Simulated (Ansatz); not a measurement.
Mg$_{2}$Si$_{3}$N$_{3}$

Input

```
crystal:
  lattice:
    - [3.1193861718, 0.0, 0.0]
    - [-1.5596930859, 2.701467669, 0.0]
    - [0.0, 0.0, 12.3925183328]
  atoms:
    - { symbol: Mg, position: [0.3333333333, 0.6666666667, 0.0592223996] }
    - { symbol: Mg, position: [0.6666666667, 0.3333333333, 0.2682334487] }
    - { symbol: Si, position: [0.6666666667, 0.3333333333, 0.8924762376] }
    - { symbol: Si, position: [0.3333333333, 0.6666666667, 0.4976867208] }
    - { symbol: Si, position: [0.6666666667, 0.3333333333, 0.7108754389] }
    - { symbol: "N", position: [0.3333333333, 0.6666666667, 0.2145347268] }
    - { symbol: "N", position: [0.6666666667, 0.3333333333, 0.462542625] }
    - { symbol: "N", position: [0.3333333333, 0.6666666667, 0.6444284026] }
basis:
  ecutwfc: 420
kpoints:
  mp_grid: { grid: [12, 12, 4] }
hamiltonian:
  xc: pbe
scf:
  occupations: { method: gaussian, width: 0.1 }
output:
  forces: true
  stress: true
  eigenvalues: true
  write_density: true
  write_potential: true
  elf: true
  volumetric_format: npy
relax:
  adjacent_minimum: "off"
  f_tol: 0.01
  max_steps: 80
  cell: { stress_tol: 0.05 }
```

Launched as:

```sh
ansatz run input.yaml --threads 1 --pin off --max-ram 2560MiB --backend cpu --events-out ev --progress --plain --runs-dir out
```

Below, planes, directions and counts refer to the conventional cell (a = 3.11 Å, b = 3.11 Å, c = 12.51 Å, α = 90.00°, β = 90.00°, γ = 120.00°).

The fields are those of the run's last geometry, not of the input's.

Space group P3m1; a generated structure, not necessarily the stable one; computed without spin polarisation.

Theory: DFT PBE, scalar-relativistic, plane waves, PAW (Ansatz).

> What can the converged valence pseudo-density and electron localisation function tell about the bonding?

Mg–N (1.92 Å): ρ is about 0.53 e/Å³ halfway; the ELF peaks at about 0.80 in the valence shell of N, 0.7 Å from its nucleus, and is about 0.40 at the midpoint.

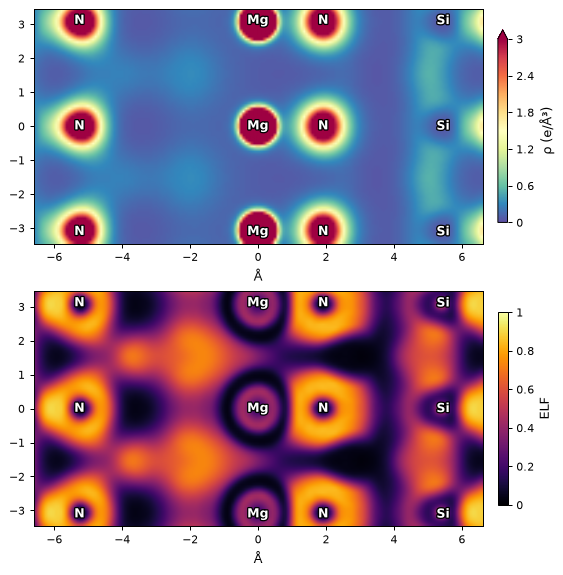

Computed valence pseudo-density and electron localisation function on the (11̄0) plane of the conventional cell, in this order. Atoms just off the plane (Mg, 0.9 Å away, Si, 0.9 Å away and N, 0.9 Å away) can leave unmarked features too.

In a PAW calculation such maps are meaningful between the atoms, not at the nuclei.
